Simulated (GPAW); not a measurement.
**Geometry relaxation of BH2**

BH2, multiplicity 2, SMILES [BH2], computed with vdW-DF2/dzp, UKS, scalar-relativistic datasets (GPAW 26.7.0).

The atoms were displaced at random from an optimised geometry.

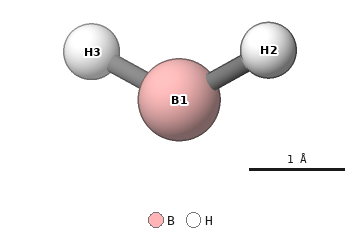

*The starting structure (ball-and-stick view, seen at a tilt; atoms are numbered from 1 in the order of the input).*

Key numbers

| quantity | value |
| --- | --- |
| outcome | converged |
| energy relative to the program's reference atoms | −17.9370 eV |
| basis functions | 23 |
| largest force | 0.009 eV/Å |
| dipole moment | 0.38 D |
| hardware | 1 thread of Arm Neoverse V1, 24 GiB of memory available, shared host |
| wall time | 2 min |
| peak memory | 1 GiB |

Input file (run.py)
```python
import numpy as np
from ase import Atoms
from ase.io import write
from ase.optimize import BFGS
from ase.units import Bohr
from gpaw import GPAW

positions_bohr = np.array(
              [[  0.472322,  -0.297040,   0.234509],
               [  0.437910,   1.917097,   0.453090],
               [ -1.038422,  -1.582810,  -0.705191]])
molecule = Atoms("BHH", positions=positions_bohr * Bohr)
molecule.center(vacuum=4.0)
molecule.set_initial_magnetic_moments([1.0, 0.0, 0.0])

dft = GPAW(mode="lcao",
           basis="dzp",
           h=0.18,
           xc={"name": "vdW-DF2", "backend": "libvdwxc"},
           occupations={"name": "fermi-dirac", "width": 0.0, "fixmagmom": True},
           maxiter=100,
           poissonsolver={"name": "fd"},
           symmetry="off",
           txt="molecule.txt")
molecule.calc = dft

opt = BFGS(molecule, trajectory="molecule.traj")
converged = opt.run(fmax=0.02, steps=60)
print("Converged:", converged)
print(f"Final energy: {molecule.get_potential_energy():.5f} eV")
print(f"r(H2-B0) = {molecule.get_distance(2, 0):.4f} Ang")
print(f"r(H1-B0)                {molecule.get_distance(1, 0):.4f} Ang")
write("relaxed.xyz", molecule)
```

Command:
```bash
python run.py > run.log
```

The program's output
```
Step     Time          Energy          fmax
BFGS:    0 00:00:00      -17.889421        1.344451
BFGS:    1 00:00:16      -17.924587        0.556363
BFGS:    2 00:00:31      -17.935168        0.122281
BFGS:    3 00:00:43      -17.935668        0.093119
BFGS:    4 00:00:56      -17.936178        0.106278
BFGS:    5 00:01:09      -17.936723        0.082006
BFGS:    6 00:01:22      -17.936974        0.033416
BFGS:    7 00:01:33      -17.937012        0.009080
Converged: True
Final energy: -17.93701 eV
r(H2-B0) = 1.2124 Ang
r(H1-B0)                1.2129 Ang
```

Trajectory as extended XYZ (Å, eV, eV/Å), 8 frames, from step=0 to step=7
```
3
Properties=species:S:1:pos:R:3:forces:R:3 step=0 energy=-17.88942
B     4.7995    4.6804    4.4973    0.8384  -0.0472   0.4390
H     4.7812    5.8521    4.6129    0.0440   0.8788   0.1117
H     4.0000    4.0000    4.0000   -0.8912  -0.8346  -0.5629
3
Properties=species:S:1:pos:R:3:forces:R:3 step=1 energy=-17.92459
B     4.8114    4.6797    4.5035    0.2663  -0.1862   0.1204
H     4.7819    5.8646    4.6145    0.0530   0.5477   0.0819
H     3.9873    3.9881    3.9920   -0.3238  -0.3594  -0.2094
3
Properties=species:S:1:pos:R:3:forces:R:3 step=2 energy=-17.93517
B     4.8188    4.6751    4.5069   -0.0419   0.0123  -0.0224
H     4.7832    5.8791    4.6167    0.0645   0.0957   0.0405
H     3.9784    3.9784    3.9862   -0.0193  -0.1056  -0.0215
3
Properties=species:S:1:pos:R:3:forces:R:3 step=3 energy=-17.93567
B     4.8188    4.6749    4.5069   -0.0751   0.0406  -0.0371
H     4.7844    5.8818    4.6175    0.0594   0.0245   0.0304
H     3.9773    3.9758    3.9854    0.0169  -0.0657   0.0023
3
Properties=species:S:1:pos:R:3:forces:R:3 step=4 energy=-17.93618
B     4.8171    4.6758    4.5060   -0.0834   0.0520  -0.0405
H     4.7867    5.8846    4.6189    0.0455  -0.0270   0.0176
H     3.9767    3.9722    3.9847    0.0374  -0.0278   0.0180
3
Properties=species:S:1:pos:R:3:forces:R:3 step=5 energy=-17.93672
B     4.8132    4.6780    4.5041   -0.0631   0.0425  -0.0307
H     4.7905    5.8872    4.6209    0.0217  -0.0503   0.0014
H     3.9769    3.9672    3.9843    0.0377   0.0076   0.0224
3
Properties=species:S:1:pos:R:3:forces:R:3 step=6 energy=-17.93697
B     4.8096    4.6801    4.5023   -0.0255   0.0167  -0.0137
H     4.7932    5.8880    4.6222    0.0024  -0.0295  -0.0070
H     3.9778    3.9644    3.9845    0.0148   0.0158   0.0110
3
Properties=species:S:1:pos:R:3:forces:R:3 step=7 energy=-17.93701
B     4.8086    4.6807    4.5018   -0.0062   0.0035  -0.0052
H     4.7936    5.8875    4.6222   -0.0018  -0.0062  -0.0064
H     3.9783    3.9643    3.9848   -0.0020   0.0064   0.0009
```

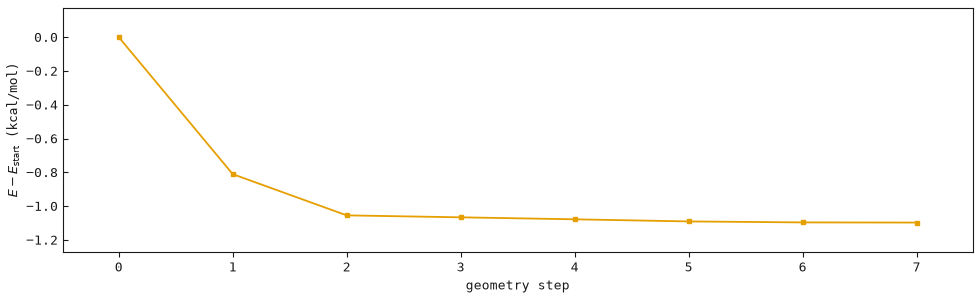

*Progress of the relaxation, step by step (steps are counted from 0).*

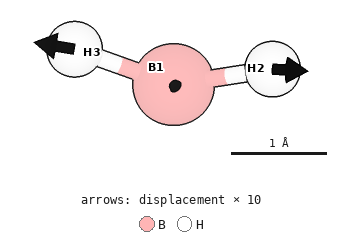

*The starting structure with the displacements as black arrows, magnified 10 times (ball-and-stick view, seen at a tilt). The two geometries are laid on each other by the best rigid fit.*

The largest move after the best rigid fit is that of H3, 0.044 Å. By element the largest moves are H 0.044 Å, B 0.011 Å. Among the contacts that change: B1–H3 1.162 → 1.212 Å, B1–H2 1.178 → 1.213 Å. After 7 geometry steps the energy has fallen by 1.10 kcal/mol. Largest force component: 0.89 eV/Å at the start, 0.0064 eV/Å at the end. (Atoms are counted from 1 in the order of the input.)
